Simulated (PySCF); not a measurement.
Al(Cl)2(OH), HAlCl₂O, SMILES [OH][Al]([Cl])[Cl], singlet, B3LYP/def2-SVP optimised geometry. Atoms within 1.6 Å of the plane z = 0.0 Å (x, y, z in Å): Al1 (-0.38, -0.20, 0.00), Cl2 (-1.38, -2.04, 0.00), Cl3 (1.71, -0.20, 0.00), O4 (-1.23, 1.22, 0.00), H5 (-1.71, 2.04, 0.00).

Calculation: B3LYP/def2-TZVP (PySCF 2.14.0). Cells within 0.4 Å of a nucleus heavier than hydrogen are left out (blank, or x).

Map of the LUMO amplitude (bohr^(-3/2)) on the plane z = 0.0 Å; orbital energy -1.28 eV, overall sign arbitrary:

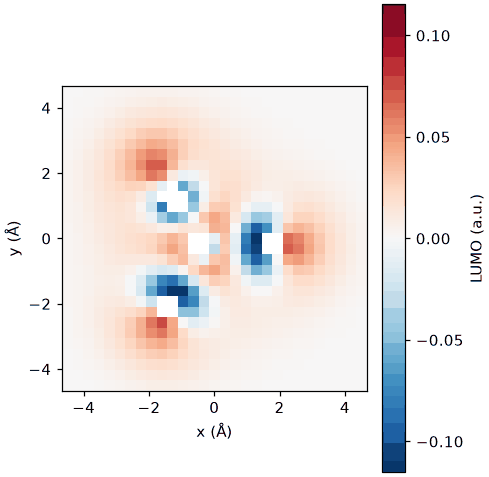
Figure. LUMO amplitude (bohr^(-3/2)) on the plane z = 0.0 Å.
